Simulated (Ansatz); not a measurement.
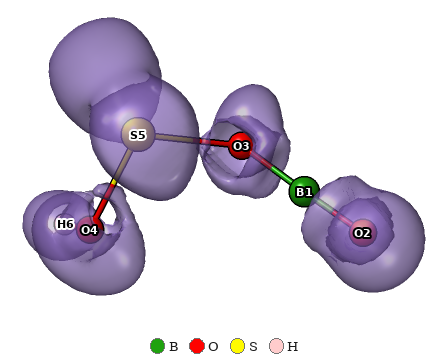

*BHO3S (SMILES O=BOSO). Isosurface of the ELF at 0.8 (purple), seen at a tilt. Core shells and regions of very low density are left out.*

Geometry: PBE0-D3(BJ)/def2-SVP.

Computed with isolated molecule in a Gaussian basis; Kohn-Sham density functional theory, functional PBE0 in Ansatz.

The calculation's input:

```
crystal:
  periodic: [false, false, false]
  atoms:
    - symbol: B
      position_ang: [2.055765, 1.714489, 1.886256]
    - symbol: O
      position_ang: [2.341917, 2.887201, 1.949489]
    - symbol: O
      position_ang: [1.709979, 0.428625, 1.856499]
    - symbol: O
      position_ang: [1.653059, -0.295622, -0.629548]
    - symbol: S
      position_ang: [2.501962, -0.578720, 0.733294]
    - symbol: H
      position_ang: [0.865955, -0.862173, -0.636634]
basis:
  gaussian: {orbitals: def2-TZVPD}
output: {forces: true, orbitals: {seedname: orbitals}}
hamiltonian: {xc: pbe0}
```

Command:

```sh
ansatz run input.yaml --threads 1 --pin off --max-ram 2610MiB --events-out events.jsonl --progress --plain --runs-dir runs
```

**Identify the bonds, lone pairs and shells in this picture.**

The surface consists of two regions on O in which the atom's valence shell and bonds are merged, one region wrapped around S (its lone pairs, merged into a ring or cap) and one joined region spread over several atoms (H, O), in which their bonds and any lone pairs are merged. Along the contacts the grid gives the following. B–O (1.21 Å): the ELF peaks at about 0.85 between the atoms (a polar covalent bond). S–O (1.63 Å): the ELF peaks at about 0.85 between the atoms; a polar covalent bond.
